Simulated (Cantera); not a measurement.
A closed system holds: 1 mol FeS, a varied amount of H2, 46 mol N2, equilibrated at 1750 K and 0.0100 bar.

Method: chemical equilibrium by Gibbs-energy minimisation in Cantera with the NASA 1993 tables (ideal gas, pure condensed phases). Candidate condensed phases: Fe, FeS, FeS2, S; 16 gas species. Equilibrium is a limit: real reactors are often held back by kinetics, nucleation or transport.

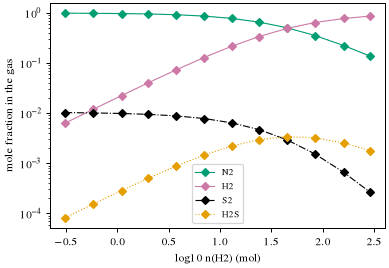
*Equilibrium gas composition (values under 1e-9 drawn at 1e-9)*

From 0.31 mol H2 to 290 mol H2 the condensed part is Fe(δ). The main Fe-bearing gas is Fe throughout. The share of Fe in condensed phases is highest at 0.31 mol H2 (93.5 %) and lowest at 290 mol H2 (53.0 %).
